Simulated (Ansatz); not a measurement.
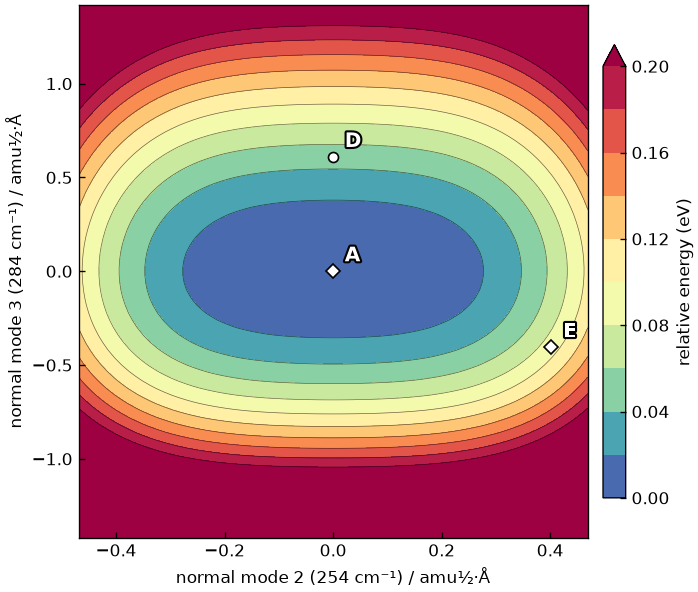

BrGaHS, SMILES [SH][Ga][Br], spin multiplicity 2. The first coordinate is: normal mode 2 (254 cm⁻¹); the second: normal mode 3 (284 cm⁻¹). Nothing is relaxed (straight displacements along the two mass-weighted modes). The grid has 15 × 15 points; 120 points were computed and 105 follow by symmetry. Points are written as (first, second). All energies are given in eV relative to the lowest grid point. Method: UHF/def2-SVP (Ansatz).

The picture shows filled contours, one colour for all values above the top of the scale, lettered points. Between grid points the surface is interpolated.

> Is E the lowest point of the computed grid?

No. E lies 0.091 eV above the lowest grid point, which is at (0.000 amu½·Å, 0.000 amu½·Å).

> What kind of point is each of A, D, E: minimum, saddle, maximum or slope?

A: minimum; D: on a slope; E: on a slope. (In these two coordinates alone; a stationary point may lie a little off the grid point.)

> Rank the lettered points by energy, lowest first.

A (0.000 eV), D (0.049 eV), E (0.091 eV).
